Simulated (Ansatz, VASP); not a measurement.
## ZrB2 in two plane-wave programs

Wanted: the spread between two codes on one cell, functional and k mesh. The cell is taken from a series of VASP runs on this material, whose earlier steps may have relaxed, scaled or displaced it; both programs get it as it stands. Valence electrons are named where the data sets of a main pair hold unlike numbers.

Main program and level: Ansatz 0.2.0; plane waves, with VASP 6.6.1 beside it; single point at r2SCAN, electric field gradients at r2SCAN and band structure at r2SCAN, spin-orbit coupling.

## 1. Set-up

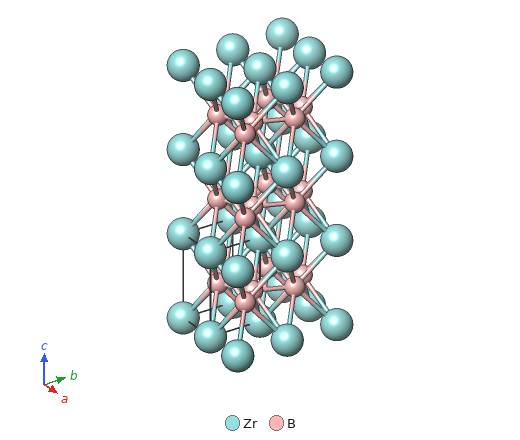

The starting structure, seen slightly off an axis (zirconium light teal, boron pink). 2×2×3 cells are drawn. Some periodic images of atoms are drawn too.

As a file:

```cif
data_structure
_symmetry_space_group_name_H-M 'P6/mmm'
_symmetry_Int_Tables_number 191
_cell_length_a 3.1690
_cell_length_b 3.1690
_cell_length_c 3.5490
_cell_angle_alpha 90.000
_cell_angle_beta 90.000
_cell_angle_gamma 120.000
_cell_volume 30.87
loop_
_atom_site_label
_atom_site_type_symbol
_atom_site_symmetry_multiplicity
_atom_site_Wyckoff_symbol
_atom_site_fract_x
_atom_site_fract_y
_atom_site_fract_z
_atom_site_occupancy
Zr1 Zr 1 a 0.00000 0.00000 0.00000 1
B1 B 2 d 0.33333 0.66667 0.50000 1
```

## 2. Ansatz: single point, r2SCAN

Ansatz runs on its default PAW (the set named soft_2) files.

With cell and atoms fixed, the geometry can't cause a difference; cores, projectors, grids and the points listed under the comparison can.

input.yaml reads:

```yaml
crystal:
  lattice:
    - [3.1690453248, 0.0, 0.0]
    - [-1.5845226624, 2.7444737571, 0.0]
    - [0.0, 0.0, 3.5490419465]
  atoms:
    - { symbol: Zr, position: [0.0, 0.0, 0.0] }
    - { symbol: B, position: [0.3333333333, 0.6666666667, 0.5] }
    - { symbol: B, position: [0.6666666667, 0.3333333333, 0.5] }
hamiltonian:
  xc: r2scan
  pseudopotentials: { kind: paw }
kpoints:
  mp_grid: { grid: [10, 10, 8] }
scf:
  occupations: { method: tetrahedron }
output:
  forces: true
  stress: true
  write_density: true
  write_potential: true
  elf: true
  volumetric_format: npy
```

Command:

```bash
> ansatz run input.yaml --threads 2 --pin off --max-ram 4608MiB --backend cpu --events-out ev --progress --plain --runs-dir out
```

Numbers of over 12 decimals in the logs are rounded to 6 here.

Log:

```text
Warning: output.forces, output.stress, relax.cell or npt_langevin: where a Kohn–Sham band that disperses or a degenerate level is filled in part under the method tetrahedron, the forces or the stress that this run publishes need not agree with its energy (scf.occupations.method in the input reference, under Limitations); prefer a smearing scheme for the forces or the stress
Engine: ansatz 0.2.0, x86_64-unknown-linux-gnu
Pseudopotentials: kind: paw
Pseudopotential: Zr, paw, valence charge 12, recommended cutoff 500 eV (meta_gga), Zr.paw.azcp
Pseudopotential: B, paw, valence charge 3, recommended cutoff 500 eV (meta_gga), B.paw.azcp
Functional definition: r2SCAN
  parameter k0 = 0.174
  parameter k1 = 0.065
  parameter a1 = 4.9479
  exchange = r2scan_x(k0 = k0, k1 = k1, a1 = a1)
  correlation = r2scan_c
Crystal: 3 atoms, lattice volume = 30.867 Å³
Basis set: ecut = 500 eV, 787 PW (Γ), exchange–correlation on 96×96×108 points (64 copies of the dense FFT grid, shifted against one another)
Bands: 13, of which v1, the nominal top of the filled ones, is band 9 counted from 1 (8 counted from 0)
Symmetry: 24 space group operations
Space group: P6/mmm (ITA 191), of the structure as read, at distance tolerance 3.1e-5 Å
k-points: 70 of 800
Non-local potential: Zr, projectors of the file, l = 0: 3, l = 1: 2, l = 2: 2, l = 3: 2
Non-local potential: B, projectors of the file, l = 0: 2, l = 1: 2, l = 2: 1
PAW form: soft (Blöchl's): semilocal exchange-correlation on the pseudo side does not see the compensation charge
PAW frozen core: Zr, regenerated for the run's functional (the file was generated under x = pbe(κ = 0.804, μ = 0.219515), c = pbe(β = 0.066725))
PAW frozen core: B, regenerated for the run's functional (the file was generated under x = pbe(κ = 0.804, μ = 0.219515), c = pbe(β = 0.066725))
PAW one-centre angular grid: Zr, 590 points (default); XC on 160 Gauss nodes
PAW one-centre angular grid: B, 302 points (default); XC on 160 Gauss nodes
Initial density: superposition of atomic densities (neutral atoms: chi_scale 0, normalization atom), corrected by the library's trained network
Initial wavefunctions: pseudopotential atomic-orbital guess
Functional: x = r2scan, c = r2scan; τ floored in thin density (d = 2e-4 eV/Å³)
SCF iter   1: F=—  HF=-4511.252324 eV  |F-HF|=—  |Δ(HF+E_count)|=         —  Δρ=6.20e-3  dr2=6.73e-3  dr2_τ=2.37e-1  ethr=1.77e-3  ⟨swp⟩=6.0  Hψ=4876  notcnv=0
preconditioner: auto → none  [metal: no gap  n_scr=8 (ndim 8)  ℏωp=21.1 eV  f_vac=0.000  sad-step TF]
SCF iter   2: F=—  HF=-4511.328102 eV  |F-HF|=—  |Δ(HF+E_count)|=   7.58e-2  Δρ=4.47e-3  dr2=3.53e-3  dr2_τ=1.22e-4  ethr=3.74e-5  ⟨swp⟩=2.4  Hψ=2416  notcnv=0
SCF iter   3: F=—  HF=-4511.328735 eV  |F-HF|=—  |Δ(HF+E_count)|=   6.33e-4  Δρ=1.45e-3  dr2=1.41e-3  dr2_τ=8.31e-5  ethr=1.96e-5  ⟨swp⟩=2.1  Hψ=1776  notcnv=0
SCF iter   4: F=—  HF=-4511.328641 eV  |F-HF|=—  |Δ(HF+E_count)|=   9.39e-5  Δρ=3.31e-4  dr2=4.11e-5  dr2_τ=1.02e-5  ethr=7.85e-6  ⟨swp⟩=2.0  Hψ=1534  notcnv=0
SCF iter   5: F=—  HF=-4511.328622 eV  |F-HF|=—  |Δ(HF+E_count)|=   1.90e-5  Δρ=1.28e-4  dr2=4.27e-6  dr2_τ=2.41e-7  ethr=2.28e-7  ⟨swp⟩=2.0  Hψ=1553  notcnv=0
SCF iter   6: F=-4511.328627 eV  HF=-4511.328627 eV  |F-HF|=9.14e-8  |Δ(HF+E_count)|=   5.56e-6  Δρ=1.92e-5  dr2=8.79e-8  dr2_τ=8.60e-9  ethr=5.56e-10  ⟨swp⟩=6.9  Hψ=6230  notcnv=0
SCF 1 converged in 6 iterations: F = -4511.328627 eV  dr2 = 8.79e-8
  greatest PAW one-centre occupation: 0.990 electrons in one spin orbital (limit 2), on the Zr atom at site 0 (counted from 0), in its partial waves of l = 1
SCF converged after 6 iterations
Stability not checked: this state was not tested for a lower state beside it, because cold or Methfessel-Paxton smearing, or corrected tetrahedra, fill the levels in a way that the test cannot read (fill_not_monotonic; see scf.lower_state_search)
Free energy (F): -4511.328627 eV
Harris-Foulkes:  -4511.328627 eV  (|F-HF|=9.14e-8)
Internal energy: -4511.328680 eV  (E = F + TS)
E sigma→0 (E₀):  -4511.328627 eV
Entropy (-TS):   0.000053 eV (0.018 meV/atom)
Fermi energy:    16.001391 eV
--- Per-component energies (eV) ---
  E_band       = -38.156887
  E_kinetic    = 433.800069
  E_local      = -555.957922  (includes V_loc(G=0)·N_el)
  E_nonlocal   = 99.650257
  E_hartree    = 175.615151
  E_xc         = -221.097604
  E_vxc        = -297.116688  (∫ρ·V_xc dr)
  E_paw        = -3130.721045  (= ΣΔE_a)
  E_vpaw       = -86.057395  (= ΣTr[D̂ρ^β])
  E_aug_tail   = 0.000006  (compensation charges beyond the density's cutoff)
  E_vtau       = 16.295802  (kinetic-family band-sum trace: ∫τ·v_τ [+ j·A + Jᵃ·Aᵃ] dr)
  E_ewald      = -1312.415965
  E_core_change = -0.201626  (= ΣΔE_core)
  E_smearing   = 0.000053  (= −TS)
  E_closure    = -0.000000  (closes the sum)
  Σ components = -4511.328627   (vs F -4511.328627, Δ=0.00e0)
--- Forces (eV/Å), atoms counted from 1 ---
  atom   1  Zr    -0.00000000     0.00000000     0.00000000
  atom   2  B     -0.00000000     0.00000000    -0.00000000
  atom   3  B      0.00000000    -0.00000000     0.00000000
  max |Σ_I F_I| component: 3.70e-17 eV/Å
--- Stress (GPa, compression-positive) ---
       -0.424669       0.000000      -0.000000
        0.000000      -0.424669      -0.000000
       -0.000000      -0.000000       0.534742
  P = ⅓ Tr σ = -0.1049 GPa (-1.049 kbar)
--- Band table (eV; the first three rows and the last of 70) ---
  k-point 0: bands = [... 5 lower, 13.1032, 13.1032, 13.1727, 13.2014, 19.4410, 19.4410, 20.2209, 20.2209]
  k-point 1: bands = [... 5 lower, 11.7352, 13.2551, 13.2551, 14.5729, 18.4289, 18.4289, 19.7361, 19.7361]
  k-point 2: bands = [... 5 lower, 10.2723, 13.6963, 13.6963, 15.9312, 17.2570, 17.2570, 18.6073, 18.6073]
  k-point 69: bands = [... 5 lower, 7.0203, 10.5914, 12.8666, 12.8932, 20.0258, 21.7620, 22.1646, 22.2633]
```

Run time: 2.2 s. Hardware: 2 threads of AMD EPYC 7B13 (Zen 3), shared host; peak memory 0.44 GiB; 4 s of CPU time.

The run ends at a pressure of -0.10 GPa.

## 3. VASP: single point, r2SCAN

The same cell, functional, mesh and smearing now go to VASP, with its own data sets.

Lines of VASP's logs that name or quote its potential files are left out, and so is its time.

INCAR reads:

```
SYSTEM = ZrB2
PREC = Accurate
ENCUT = 420
EDIFF = 1E-06
NELM = 100
ISMEAR = -5
SIGMA = 0.05
LREAL = .FALSE.
ALGO = Normal
METAGGA = R2SCAN
LASPH = .TRUE.
NBANDS = 22
LORBIT = 11
LWAVE = .FALSE.
LCHARG = .FALSE.
KPAR = 2
NEDOS = 2001
```

POSCAR reads:

```
ZrB2
1.0
    3.1690453248      0.0000000000      0.0000000000
   -1.5845226624      2.7444737571      0.0000000000
    0.0000000000      0.0000000000      3.5490419465
Zr B
1 2
Direct
    0.0000000000      0.0000000000      0.0000000000
    0.3333333333      0.6666666667      0.5000000000
    0.6666666667      0.3333333333      0.5000000000
```

KPOINTS reads:

```
Automatic mesh
0
Gamma
10 10 8
0 0 0
```

The projector-augmented-wave data sets are Zr_sv and B (PBE family, release 64).

Command:

```bash
> mpirun -np 2 vasp_std
```

Log:

```text
[banner, memory and clock lines left out]
running    2 mpi-ranks, on    1 nodes
 distrk:  each k-point on    1 cores,    2 groups
 distr:  one band on    1 cores,    1 groups

 POSCAR found type information on POSCAR ZrB
 POSCAR found :  2 types and       3 ions
|                                                                             |
|               ----> ADVICE to this user running VASP <----                  |
|                                                                             |
|     You enforced a specific xc type in the INCAR file but a different       |
|     [... a line on the potential file left out ...]
|     I HOPE YOU KNOW WHAT YOU ARE DOING!                                     |
|                                                                             |

 LDA part: xc-table for (None), standard interpolation
 POSCAR, INCAR and KPOINTS ok, starting setup
 FFT: planning ... GRIDC
 FFT: planning ... GRID_SOFT
 FFT: planning ... GRID
 WAVECAR not read
 entering main loop
       N       E                     dE             d eps       ncg     rms          rms(c)
DAV:   1     0.709098199830E+02    0.70910E+02   -0.82157E+03  3096   0.715E+02
DAV:   2    -0.454773830958E+02   -0.11639E+03   -0.11189E+03  3722   0.224E+02
DAV:   3    -0.494006473338E+02   -0.39233E+01   -0.38534E+01  4264   0.338E+01
DAV:   4    -0.494520977895E+02   -0.51450E-01   -0.51419E-01  3510   0.351E+00
DAV:   5    -0.494529022476E+02   -0.80446E-03   -0.80439E-03  3804   0.333E-01    0.232E+01
DAV:   6    -0.406854464906E+02    0.87675E+01   -0.45369E+00  4088   0.143E+01    0.711E+00
DAV:   7    -0.406144706503E+02    0.70976E-01   -0.49345E-01  3584   0.452E+00    0.192E+00
DAV:   8    -0.406246425275E+02   -0.10172E-01   -0.25745E-02  3472   0.113E+00    0.135E+00
DAV:   9    -0.406317467219E+02   -0.71042E-02   -0.95921E-03  3670   0.727E-01    0.142E-01
DAV:  10    -0.406318777719E+02   -0.13105E-03   -0.29024E-04  3530   0.106E-01    0.401E-02
DAV:  11    -0.406319434075E+02   -0.65636E-04   -0.96099E-05  3388   0.724E-02    0.254E-02
DAV:  12    -0.406319453157E+02   -0.19082E-05   -0.14861E-06  3550   0.876E-03    0.298E-03
DAV:  13    -0.406319444744E+02    0.84133E-06   -0.53113E-07  2176   0.506E-03
   1 F= -.40631944E+02 E0= -.40631944E+02  d E =0.000000E+00
|                                                                             |
|           W    W    AA    RRRRR   N    N  II  N    N   GGGG   !!!           |
|           W    W   A  A   R    R  NN   N  II  NN   N  G    G  !!!           |
|           W    W  A    A  R    R  N N  N  II  N N  N  G       !!!           |
|           W WW W  AAAAAA  RRRRR   N  N N  II  N  N N  G  GGG   !            |
|           WW  WW  A    A  R   R   N   NN  II  N   NN  G    G                |
|           W    W  A    A  R    R  N    N  II  N    N   GGGG   !!!           |
|                                                                             |
|     Tetrahedron method does not include variations of the Fermi             |
|     occupations, so forces and stress will be inaccurate. We suggest        |
|     using a different smearing scheme ISMEAR = 1 or 2 for metals in         |
|     relaxations.                                                            |
|                                                                             |
```

OUTCAR, selected parts (step 3):

```text
ion  position               nearest neighbor table
   1  0.000  0.000  0.000-   2 2.55   3 2.55   2 2.55   3 2.55   3 2.55   3 2.55   2 2.55   2 2.55
                             3 2.55   3 2.55   2 2.55   2 2.55
   2  0.333  0.667  0.500-   3 1.83   3 1.83   3 1.83   1 2.55   1 2.55   1 2.55   1 2.55   1 2.55
                             1 2.55
   3  0.667  0.333  0.500-   2 1.83   2 1.83   2 1.83   1 2.55   1 2.55   1 2.55   1 2.55   1 2.55
                             1 2.55

  LATTYP: Found a hexagonal cell.
 ALAT       =     3.1690453248
 C/A-ratio  =     1.1199088630

 Subroutine GETGRP returns: Found 24 space group operations
 (whereof 24 operations were pure point group operations)

The static configuration has the point symmetry D_6h.

 Found     70 irreducible k-points:

   k-points           NKPTS =     70   k-points in BZ     NKDIM =     70   number of bands    NBANDS=     22

   dimension x,y,z NGX =    24 NGY =   24 NGZ =   24
   dimension x,y,z NGXF=    48 NGYF=   48 NGZF=   48

   ENCUT  =  420.0 eV  30.87 Ry    5.56 a.u.   5.30  5.30  5.93*2*pi/ulx,y,z

   NELECT =      18.0000    total number of electrons

 k-points in reciprocal lattice and weights: Automatic mesh
   0.00000000  0.00000000  0.00000000       0.001
   0.10000000 -0.00000000  0.00000000       0.007
   0.20000000 -0.00000000  0.00000000       0.007
   0.30000000  0.00000000  0.00000000       0.007
   0.40000000 -0.00000000  0.00000000       0.007
   0.50000000  0.00000000  0.00000000       0.004
   0.10000000  0.10000000  0.00000000       0.007
   0.20000000  0.10000000  0.00000000       0.015
   0.30000000  0.10000000  0.00000000       0.015
[...]
0.40000000  0.20000000  0.50000000       0.007
   0.30000000  0.30000000  0.50000000       0.007

 average (electrostatic) potential at core
       1 -78.0816       2 -23.1917       3 -23.1917

 E-fermi :  10.7566

 k-point     1 :       0.0000    0.0000    0.0000
  band No.  band energies     occupation
    ...
      5      -3.0268      2.00000
      6       7.8563      2.00000
      7       7.8563      2.00000
      8       7.9235      2.00000
      9       7.9488      2.00000
     10      14.2023      0.00000
     11      14.2023      0.00000
     12      14.9774      0.00000
     13      14.9774      0.00000
     14      15.5744      0.00000
    ...

 k-point     2 :       0.1000   -0.0000    0.0000
  band No.  band energies     occupation
    ...
      5      -2.8157      2.00000
      6       7.2215      2.00000
      7       7.7423      2.00000
      8       7.8469      2.00000
      9       8.1215      2.00000
     10      13.8908      0.00000
     11      14.0705      0.00000
     12      14.3310      0.00000
     13      14.4976      0.00000
     14      16.4774      0.00000
    ...

 k-point     3 :       0.2000   -0.0000    0.0000
  band No.  band energies     occupation
    ...
      5      -2.2151      2.00000
      6       5.8356      2.00000
      7       7.2895      2.00000
      8       7.7653      2.00000
      9       8.4884      2.00000
     10      12.8858      0.00000
     11      13.7500      0.00000
     12      14.0889      0.00000
     13      14.6930      0.00000
     14      17.1054      0.00000
    ...

  Total       -0.0663952     -0.0663952      0.1216070      0.0000000      0.0000000      0.0000000
  in kB       -3.4462655     -3.4462655      6.3120505      0.0000000      0.0000000      0.0000000
  external PRESSURE =      -0.1934935 kB  Pullay stress =       0.0000000 kB

  energy-cutoff  :      420.00
  volume of cell :       30.87
      direct lattice vectors                 reciprocal lattice vectors
     3.169045325  0.000000000  0.000000000     0.315552445  0.182184289  0.000000000
    -1.584522662  2.744473757  0.000000000     0.000000000  0.364368578  0.000000000
     0.000000000  0.000000000  3.549041947     0.000000000  0.000000000  0.281766182

 POSITION                                       TOTAL-FORCE (eV/Angst)
 -----------------------------------------------------------------------------------
      0.00000      0.00000      0.00000         0.000000      0.000000      0.000000
     -0.00000      1.82965      1.77452        -0.000000      0.000000      0.000000
      1.58452      0.91482      1.77452         0.000000     -0.000000      0.000000
 -----------------------------------------------------------------------------------
    total drift:                               -0.000000      0.000000      0.000000

  FREE ENERGIE OF THE ION-ELECTRON SYSTEM (eV)
  ---------------------------------------------------
  free  energy   TOTEN  =       -40.6319444744 eV

  energy  without entropy=      -40.6319444744  energy(sigma->0) =      -40.63194447

 total charge
# of ion       s       p       d       tot
------------------------------------------
    1        2.163   6.034   1.728   9.925
    2        0.679   1.237   0.000   1.917
    3        0.679   1.237   0.000   1.917
--------------------------------------------------
tot          3.522   8.508   1.728  13.759

[... 3 further parts left out ...]
```

The PAW data sets were made with PBE, which is usual practice but a small mismatch for other functionals. With tetrahedra the forces and stress of a metal are not exact derivatives of the energy.

## 4. Comparison

Known differences besides the potentials themselves: VASP keeps PBE cores, Ansatz makes them for the functional; the cutoff is 500 eV in Ansatz and 420 eV in VASP. Total energies have different zeros and are not compared.

Both answers:

```
                                        quantity  Ansatz   VASP  difference
                                  pressure (GPa)   -0.10  -0.02       -0.09
pressure without Ansatz's Pulay correction (GPa)   -0.20  -0.02       -0.18
```

Ansatz's pressure holds a Pulay correction of 0.09 GPa; VASP's holds none.

## 5. Ansatz: electric field gradients, r2SCAN

Field gradients test the density near the nuclei, where the PAW reconstruction matters most.

The cell is taken from a series of VASP runs on this material, whose earlier steps may have relaxed, scaled or displaced it; both programs get it as it stands.

input.yaml, the sections that differ from step 2:

```yaml
kpoints:
  mp_grid: { grid: [7, 7, 6] }
scf:
  occupations: { method: gaussian, width: 0.05 }
  n_extra_bands: 4
output:
  forces: true
  stress: true
  eigenvalues: true
  efg: {}
# crystal, hamiltonian: as in step 2
```

Command:

```bash
> ansatz run input.yaml --threads 2 --pin off --max-ram 4608MiB --backend cpu --events-out ev --progress --plain --runs-dir out
```

Log:

```text
[...]
Zr: output.efg is read without spin–orbit coupling, which moves field gradients at and beside such atoms by some per cent and up to a factor of two; PAW files take it under magnetization.noncollinear and magnetization.spin_orbit
[...]
Crystal: 3 atoms, lattice volume = 30.867 Å³
[...]
--- Band table (eV; the first three rows and the last of 32) ---
  k-point 0: bands = [... 5 lower, 13.1015, 13.1015, 13.1640, 13.2008, 19.4444, 19.4444, 20.2183, 20.2183]
  k-point 1: bands = [... 5 lower, 11.2379, 13.3701, 13.3701, 15.0221, 18.0047, 18.0047, 19.4008, 19.4008]
  k-point 2: bands = [... 5 lower, 9.3845, 14.1193, 14.1193, 16.7075, 16.7075, 16.7854, 17.7646, 17.7646]
  k-point 31: bands = [... 5 lower, 7.2878, 10.6268, 12.7762, 12.8630, 19.9354, 21.5853, 21.9427, 22.3228]
[key lines of the parts left out:]
SCF converged after 6 iterations
Free energy (F): -4511.324404 eV
Fermi energy:    15.613839 eV
P = ⅓ Tr σ = -0.0756 GPa (-0.756 kbar)
```

It took 2.9 s on 2 threads; peak memory 0.44 GiB.

The run ends at a pressure of -0.08 GPa.

[end of part 1 of 2]

[Lines on the potential files, build, host, timing and source positions are cut from VASP's logs without a mark.]

[Logs are printed without paths, hosts, clocks, repeated set-up lines and the standing remarks that a program may print on its own settings, such as how far it seeks lower states.]

[Hosts, paths, dates, database ids (printed as entryN), source tags and the programs' standing remarks are cut or masked in the printed files.]
